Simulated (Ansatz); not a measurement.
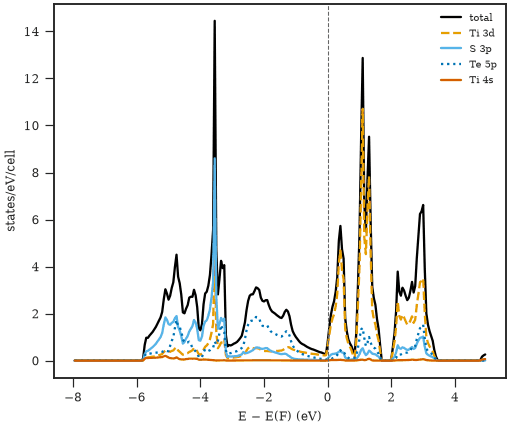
*Total and projected density of states of TiTeS in space group P3m1 (No. 156; Ti on 1b, Te on 1a, S on 1c), r²SCAN in the plane-wave PAW code Ansatz*

Which orbitals carry the states next to the Fermi level?

Within 0.5 eV of the Fermi level: Ti 3d 79 %, S 3p 9 %, Te 5p 8 %. Projections are on Löwdin-orthogonalised atomic valence shells; empty p or d shells of many metals are not among them.

Where is the tallest occupied peak in this window, and what makes it?

Near -3.5 eV, about 14 states/eV per cell; the largest projected share is S 3p.

The first step of the workflow began from a Materials Project structure, measured or hypothetical; the Crystallography Open Database copy checked does not list it. Its standing as an ambient phase is unchecked. Symmetry was held in the r²SCAN relaxation; whether a distortion lowers the energy is not shown. The run is not spin-polarised. A crystal of weakly bound layers computed without a dispersion correction: the cell and the soft elastic constants depend strongly on that. Spin–orbit coupling is left out wherever it is not named.

Potentials: the earlier of the program's two PAW sets.
